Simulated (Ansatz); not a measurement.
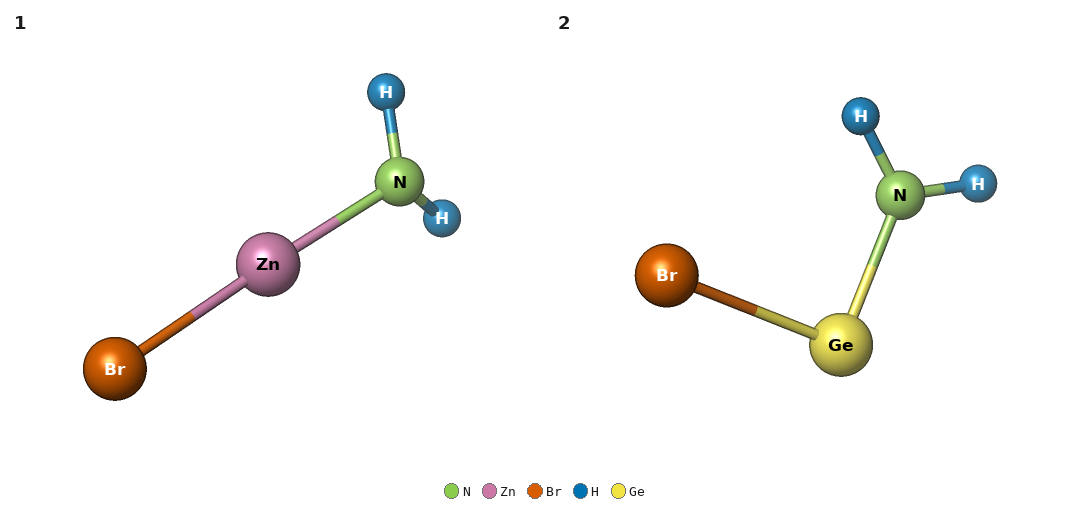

2 molecules with one skeleton, seen from the same side and at one scale. Charge 0, singlet. Computed geometries: PBE0-D4/def2-TZVP optimisations, one conformation each. Properties computed with Ansatz 0.2.0.

One atom differs, called X below: Zn in panel 1, Ge in panel 2. Their formulas are BrH2NZn (`[NH2][Zn][Br]`), BrGeH2N (`[NH2][Ge][Br]`).

> In which is the angle N–X–Br larger (PBE0-D4/def2-TZVP)?

In panel 1 (X = Zn).

> In which is the length of X–Br larger (PBE0-D4/def2-TZVP)?

In panel 2 (X = Ge).

Give the values. With PBE0-D4/def2-TZVP: length of X–Br (Å), length of X–N (Å), angle N–X–Br (°), harmonic zero-point energy (kJ/mol). With PBE-D4/def2-TZVPP: dipole moment (D), HOMO energy (Kohn–Sham orbital) (eV), HOMO–LUMO gap (eV).

```json
{"quantity": "length of X–Br (Å)", "1 (Zn)": "2.231", "2 (Ge)": "2.372", "2 − 1": "+0.141"}
{"quantity": "length of X–N (Å)", "1 (Zn)": "1.816", "2 (Ge)": "1.811", "2 − 1": "−0.005"}
{"quantity": "angle N–X–Br (°)", "1 (Zn)": "175.4", "2 (Ge)": "96.0", "2 − 1": "−79.4"}
{"quantity": "dipole moment (D)", "1 (Zn)": "2.14", "2 (Ge)": "2.94", "2 − 1": "+0.80"}
{"quantity": "HOMO energy (Kohn–Sham orbital) (eV)", "1 (Zn)": "−6.01", "2 (Ge)": "−6.29", "2 − 1": "−0.28"}
{"quantity": "HOMO–LUMO gap (eV)", "1 (Zn)": "4.16", "2 (Ge)": "3.65", "2 − 1": "−0.51"}
{"quantity": "harmonic zero-point energy (kJ/mol)", "1 (Zn)": "67.1", "2 (Ge)": "69.7", "2 − 1": "+2.6"}
```
